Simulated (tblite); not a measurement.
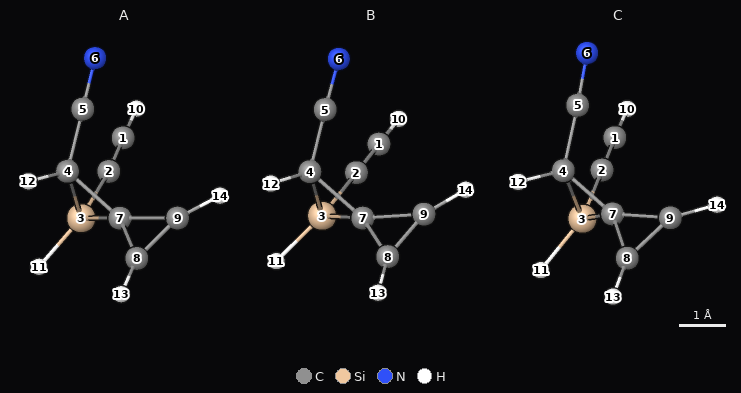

3 geometries from one relaxation of C7H5NSi, in shuffled order. Style: ball-and-stick. Shown from a free direction.

Computed with GFN2-xTB geometry optimisation, gas phase (tblite 0.8.0). 

Q: Put them in the order of the run, from the start to the converged end.

A: C, A, B. They are steps 0, 26, 79, at +23.6 kcal/mol, +0.69 kcal/mol relative to the last. Over 79 geometry steps the energy falls by 23.6 kcal/mol. H10 moves most after the best rigid fit: 0.46 Å. Largest moves by element: H 0.46 Å, N 0.39 Å, Si 0.32 Å, C 0.28 Å. Near-neighbour distances that change, for instance: Si3–C7 1.716 → 1.857 Å, C4–C7 1.434 → 1.542 Å, C4–C5 1.471 → 1.405 Å, C7–C9 1.438 → 1.492 Å. Bond angles that change, for instance: Si3–C7–C8 134.8° → 147.0°, C7–C9–H14 155.9° → 144.7°, C8–C9–H14 140.8° → 151.1°. The run took 0.97 s on 1 thread of Arm Neoverse N1 (shared host).
